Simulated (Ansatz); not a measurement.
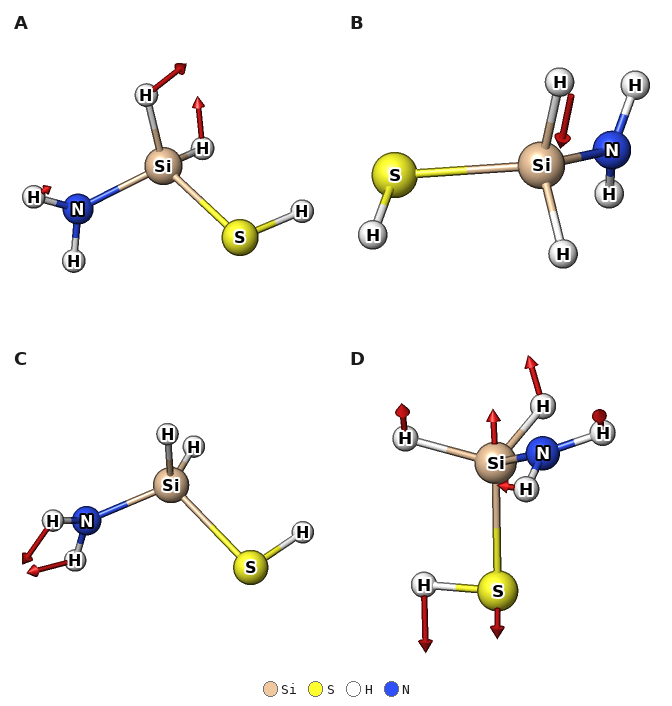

4 normal modes of one molecule or complex, as arrows. Harmonic vibrations computed with RKS PBE0-D4/def2-TZVP (Ansatz 0.2.0) at a stationary point of the same level.

Match the panels to the wavenumbers 500 cm⁻¹, 956 cm⁻¹, 1580 cm⁻¹, 2233 cm⁻¹.

A: 956 cm⁻¹, H–Si–H bending
B: 2233 cm⁻¹, Si–H stretching
C: 1580 cm⁻¹, angle bending
D: 500 cm⁻¹, S–Si stretching
